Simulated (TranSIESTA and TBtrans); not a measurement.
Junction: Na chain with one Ti atom in place of Na. Leads: straight Na chain, spacing 3.3 Å. Geometry: 3 atoms about the centre moved by SIESTA (PBE, DZP) to a largest force of 0.04 eV/Å, all others as built, motion along the axis alone.

Computed with TranSIESTA and TBtrans, PBE, DZ numerical orbitals (energy shift 0.15 eV), PseudoDojo norm-conserving scalar-relativistic potentials, mesh cutoff 200 Ry, 300 K, spin-polarised (collinear), no spin-orbit coupling; self-consistent non-equilibrium Green functions.

Energies count from the leads' Fermi level. Transmissions are for each spin. The energy step is 0.01 eV; narrower resonances are cut or missed.

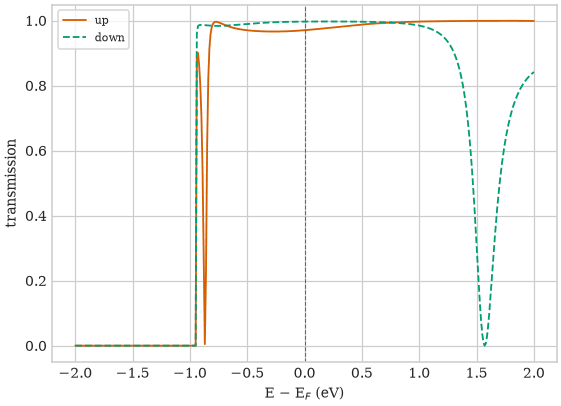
Fig. 1. Transmission against energy

```
E (eV)  T up  T down  lead channels up  down
------  ----  ------  ----------------  ----
-2.00      0       0                 0     0
-1.80      0       0                 0     0
-1.60      0       0                 0     0
-1.40      0       0                 0     0
-1.20      0       0                 0     0
-1.00      0       0                 0     0
-0.80   0.99    0.98                 1     1
-0.60   0.98    0.99                 1     1
-0.40   0.97    0.99                 1     1
-0.20   0.97    1.00                 1     1
0.00    0.97    1.00                 1     1
0.20    0.98    1.00                 1     1
0.40    0.98    1.00                 1     1
0.60    0.99    1.00                 1     1
0.80    0.99    0.99                 1     1
1.00    1.00    0.98                 1     1
1.20    1.00    0.95                 1     1
1.40    1.00    0.76                 1     1
1.60    1.00   0.058                 1     1
1.80    1.00    0.71                 1     1
2.00    1.00    0.84                 1     1
```

Moments were seeded on the central atoms alone, and one start was tried. The straight chain is held at its spacing; free chains may zigzag or dimerise.
